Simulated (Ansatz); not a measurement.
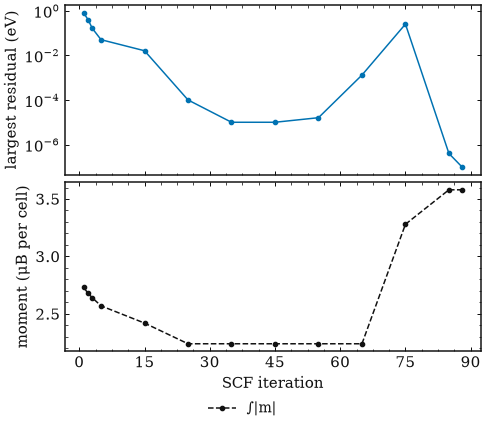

The plot shows the SCF iterations of a calculation: largest residual, magnetic moments. Only some iterations were kept.

Program: Ansatz.

```
crystal:
  atoms:
    - { position: [0.3333333333, 0.6666666667, 0.25], spin: 1.72324, symbol: Co }
    - { position: [0.6666666667, 0.3333333333, 0.75], spin: 1.723262, spin_axis: [-0.051987528, 0, -0.998647734], symbol: Co }
  lattice:
    - [2.502553939888, 0, 0]
    - [-1.251276969944, 2.167275286297, 0]
    - [0, 0, 4.061783797928]
hamiltonian:
  pseudopotentials: { kind: paw }
  xc: pbe
kpoints:
  mp_grid: { grid: [6, 6, 4] }
magnetization:
  noncollinear: true
scf:
  occupations: { method: gaussian, width: "0.1 eV" }
```

Was self-consistency reached?

The run converged; it took 88 iterations. The residual falls unevenly and jumps up by a factor of two or more twice between kept points, most sharply before step 75 (by a factor of about 200).

What happens to the magnetisation?

The integral of |m| doesn't settle. Over the last points it still swings between 2.2 and 3.6 μB per cell.
